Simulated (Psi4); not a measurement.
# CH5In (SMILES [CH3][InH2]): CCSD/def2-TZVP (core potential)

Aim: the energy change on altering one bond length of CH5In at CCSD/def2-TZVP (core potential), from 2 runs. 

The results are computed with Psi4 1.11.

2 further runs of the same task are left out: 2 set aside as unsound or not needed.

## (1) The molecule

The species is CH5In (7 atoms), meant as a singlet with charge 0. SMILES: `[CH3][InH2]`. The shape is that of a PBE0-D4/def2-TZVP optimisation.

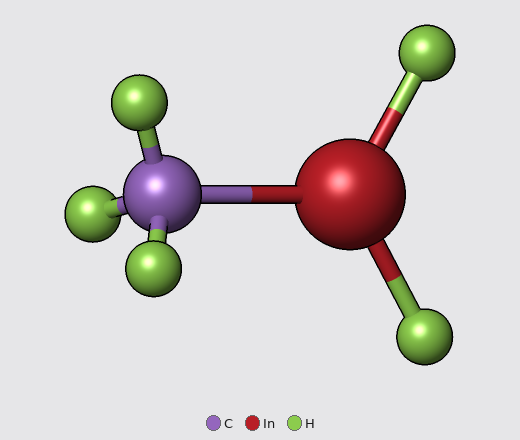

The structure, seen from a chosen angle (carbon purple, indium red, hydrogen green).

## (2) The energy at CCSD/def2-TZVP (core potential)

job.py reads:

```python
import psi4

psi4.set_memory('1600 MB')
psi4.set_num_threads(1)
psi4.set_output_file('ch5in.out', False)

m = psi4.geometry("""
0 1
C
In 1 2.153171
H 1 1.089898 2 111.55693
H 1 1.093435 3 108.34161 2 -120.13078
H 1 1.091169 3 109.4153 4 -117.0433
H 2 1.730295 1 120.77391 3 -18.01707
H 2 1.731155 6 119.272 1 179.40681
symmetry c1
no_reorient
no_com
""")

options = {'basis': 'def2-TZVP', 'reference': 'rhf', 'puream': True, 'e_convergence': 1e-09, 'd_convergence': 1e-08, 'scf_type': 'pk', 'num_frozen_docc': 5}
psi4.set_options(options)

result = psi4.energy("ccsd", molecule=m)
print('E =', round(result, 9))
for k, v in sorted(psi4.core.scalar_variables().items()):
    print(f'{k:45s} {v:18.10f}')
```

Started as:

```bash
$ python job.py
```

ch5in.out:

```text
[...]
    !!!  WARNING: ECP capability is in beta. Please check occupations closely.  !!!
[...]
  Running in c1 symmetry.
[...]
  Nuclear repulsion =   68.516883801936928
[...]
  Multiplicity = 1
[...]
  Nalpha       = 16
  Nbeta        = 16
[...]
    Number of basis functions: 111
[...]
   @RHF iter   1:  -229.82270844244948   -1.38152e+00   4.84647e-03 ADIIS/DIIS
[...]
   @RHF iter  11:  -229.96700395396175   -6.90648e-12   3.45670e-09 DIIS
[...]
    Orbital Energies [Eh]
    ---------------------
    Doubly Occupied:
       1A    -11.204092     2A     -5.370777     3A     -3.633058
       4A     -3.622760     5A     -3.621723     6A     -1.023676
       7A     -1.013726     8A     -1.013535     9A     -1.013043
      10A     -1.009583    11A     -0.905690    12A     -0.545236
      13A     -0.541140    14A     -0.538892    15A     -0.395452
      16A     -0.376729
[...]
  @RHF Final Energy:  -229.96700395396175
   => Energetics <=
    Nuclear Repulsion Energy =             68.5168838019369275
    One-Electron Energy =                -525.3095515092500136
    Two-Electron Energy =                 226.8256637533513072
    Total Energy =                       -229.9670039539617505
[...]
 Multipole Moments:
 ------------------------------------------------------------------------------------
     Multipole            Electronic (a.u.)      Nuclear  (a.u.)        Total (a.u.)
 ------------------------------------------------------------------------------------
 L = 1.  Multiply by 2.5417464519 to convert [e a0] to [Debye]
 Dipole X            :         -0.0631775            0.0623058           -0.0008718
 Dipole Y            :          0.0867117           -0.0821147            0.0045970
 Dipole Z            :         20.6856166          -20.9300794           -0.2444627
 Magnitude           :                                                    0.2445075
[...]
      * MP2 total energy                      = -230.434453684018479
[...]
      * CCSD total energy                     = -230.457282324122957
```

On the terminal:

```text
E = -230.457282324
CC D1 DIAGNOSTIC                                    0.0441960052
CC D2 DIAGNOSTIC                                    0.1586346487
CC NEW D1 DIAGNOSTIC                                0.0441960052
CC T1 DIAGNOSTIC                                    0.0131938762
CCSD CORRELATION ENERGY                            -0.4902783702
CCSD DOUBLES ENERGY                                -0.4902783702
CCSD ITERATIONS                                    16.0000000000
CCSD OPPOSITE-SPIN CORRELATION ENERGY              -0.3680849433
CCSD SAME-SPIN CORRELATION ENERGY                  -0.1221934269
CCSD SINGLES ENERGY                                 0.0000000000
CCSD TOTAL ENERGY                                -230.4572823241
CURRENT CORRELATION ENERGY                         -0.4902783702
CURRENT ENERGY                                   -230.4572823241
CURRENT REFERENCE ENERGY                         -229.9670039540
DD SOLVATION ENERGY                                 0.0000000000
HF KINETIC ENERGY                                 114.1509355436
HF POTENTIAL ENERGY                              -344.1179394976
HF TOTAL ENERGY                                  -229.9670039540
HF VIRIAL RATIO                                     3.0145871154
MP2 CORRELATION ENERGY                             -0.4674497301
MP2 DOUBLES ENERGY                                 -0.4674497301
MP2 OPPOSITE-SPIN CORRELATION ENERGY               -0.3374159381
MP2 SAME-SPIN CORRELATION ENERGY                   -0.1300337919
MP2 SINGLES ENERGY                                 -0.0000000000
MP2 TOTAL ENERGY                                 -230.4344536840
NUCLEAR REPULSION ENERGY                           68.5168838019
ONE-ELECTRON ENERGY                              -525.3095515093
PCM POLARIZATION ENERGY                             0.0000000000
PE ENERGY                                           0.0000000000
SCF ITERATION ENERGY                             -229.9670039540
SCF ITERATIONS                                     11.0000000000
SCF TOTAL ENERGY                                 -229.9670039540
TWO-ELECTRON ENERGY                               226.8256637534
```

It took 49 s on 1 thread of Intel Xeon Platinum 8488C (Sapphire Rapids), shared host; peak memory 1.4 GiB.

## (3) The distorted shape

run_ase.py reads:

```python
import numpy as np
from ase.calculators.psi4 import Psi4
from ase import Atoms

atoms = Atoms(['C', 'In', 'H', 'H', 'H', 'H', 'H'], positions=[
    [-1.272156, 0.346303, -0.242514],
    [-0.149356, 1.830703, 0.840086],
    [-2.159256, 0.034503, 0.308586],
    [-1.591956, 0.766903, -1.199814],
    [0.091200, -1.573000, -0.712000],
    [-0.877156, 2.723903, 2.130986],
    [1.496744, 2.152103, 0.411186],
])
calc = Psi4(atoms=atoms, method='ccsd', basis='def2-TZVP', memory='1600MB', num_threads=1, charge=0, multiplicity=1, label='psi4-calc', reference='rhf')
calc.psi4.set_options({'puream': True, 'e_convergence': 1e-09, 'd_convergence': 1e-08, 'scf_type': 'pk', 'num_frozen_docc': 5})
atoms.calc = calc

print(f'energy: {atoms.get_potential_energy():.6f} eV')
```

Started as:

```bash
$ python run_ase.py
```

psi4-calc.dat:

```text
[...]
    !!!  WARNING: ECP capability is in beta. Please check occupations closely.  !!!
[...]
  Running in c1 symmetry.
[...]
  Nuclear repulsion =   65.548294963457025
[...]
  Multiplicity = 1
[...]
  Nalpha       = 16
  Nbeta        = 16
[...]
    Number of basis functions: 111
[...]
   @RHF iter   1:  -229.44588026753823   -1.33304e+00   5.76002e-03 ADIIS/DIIS
[...]
   @RHF iter  13:  -229.76862347611961   -5.68434e-11   6.17556e-09 DIIS
[...]
    Orbital Energies [Eh]
    ---------------------
    Doubly Occupied:
       1A    -11.303383     2A     -5.393027     3A     -3.655199
       4A     -3.645027     5A     -3.644443     6A     -1.046106
       7A     -1.036952     8A     -1.035181     9A     -1.034587
      10A     -1.031701    11A     -0.904790    12A     -0.589516
      13A     -0.561570    14A     -0.434848    15A     -0.410700
      16A     -0.320790
[...]
  @RHF Final Energy:  -229.76862347611961
   => Energetics <=
    Nuclear Repulsion Energy =             65.5482949634570247
    One-Electron Energy =                -518.5381962157248381
    Two-Electron Energy =                 223.2212777761482130
    Total Energy =                       -229.7686234761196147
[...]
 Multipole Moments:
 ------------------------------------------------------------------------------------
     Multipole            Electronic (a.u.)      Nuclear  (a.u.)        Total (a.u.)
 ------------------------------------------------------------------------------------
 L = 1.  Multiply by 2.5417464519 to convert [e a0] to [Debye]
 Dipole X            :          9.2180871           -9.8305023           -0.6124152
 Dipole Y            :         16.7441624          -15.8760563            0.8681061
 Dipole Z            :         11.2025011          -10.9777011            0.2248000
 Magnitude           :                                                    1.0859078
[...]
      * MP2 total energy                      = -230.248232908617837
[...]
      * CCSD total energy                     = -230.291938310462967
```

The script printed:

```text
energy: -6266.562832 eV
```

Run time: 54 s. Hardware: 1 thread of Intel Xeon Platinum 8488C (Sapphire Rapids), shared host; peak memory 1.4 GiB.

## (4) Outcome

Level: CCSD/def2-TZVP (core potential), 5 core orbitals frozen.

```
                                                         quantity          value
                                        first shape: total energy  -230.45728 Eh
                 first shape: HOMO energy (Hartree–Fock orbitals)      -10.25 eV
                 first shape: LUMO energy (Hartree–Fock orbitals)        0.75 eV
               first shape: HOMO–LUMO gap (Hartree–Fock orbitals)       11.00 eV
         first shape: correlation energy (5 core orbitals frozen)     -490.3 mEh
                                       first shape: T1 diagnostic          0.013
                                    distorted shape: total energy  -230.29194 Eh
             distorted shape: HOMO energy (Hartree–Fock orbitals)       -8.73 eV
             distorted shape: LUMO energy (Hartree–Fock orbitals)       -0.15 eV
           distorted shape: HOMO–LUMO gap (Hartree–Fock orbitals)        8.58 eV
     distorted shape: correlation energy (5 core orbitals frozen)     -523.3 mEh
                                   distorted shape: T1 diagnostic          0.035
energy change with the C1–H5 bond stretched from 1.091 to 2.401 Å       4.499 eV
```

**Reading.** One bond (distorted shape) is far stretched, which a spin-restricted single reference describes badly; a broken-symmetry solution may lie lower. With the C1–H5 bond stretched from 1.091 to 2.401 Å the energy rises by 4.50 eV (434 kJ/mol). The first shape isn't relaxed at this level, so the change isn't measured from a minimum. A restricted reference can't describe the breaking bond well at this length. The T1 diagnostic (distorted shape) of 0.035 is above the customary mark for such species, so a single reference may not serve.
